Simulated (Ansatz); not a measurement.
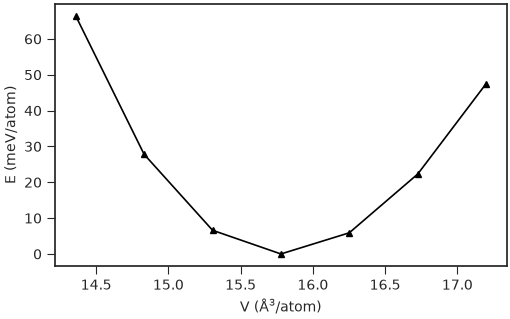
Fig. 1. Al$_{3}$Pd$_{2}$ (La2O3 or Ni2Al3 type, space group No. 164) under volume change, DFT-PBEsol in the program Ansatz with PAW potentials, shape and atoms relaxed at each volume.

Q: What does a third-order Birch–Murnaghan fit give for V₀, B₀ and B′?

A: V₀ = 15.78 Å³/atom, B₀ = 140 GPa, B′ = 4.6.

Space group P-3m1 (La2O3 or Ni2Al3 type). The workflow started from a Materials Project entry (that database holds measured and hypothetical structures alike); the Crystallography Open Database copy checked does not list it. Whether it is the stable phase at ambient conditions was not checked. The PBEsol relaxation kept the symmetry of its start; its stability against distortions is not shown here. No spin polarisation was allowed.

Potentials: the later of the program's two PAW sets.
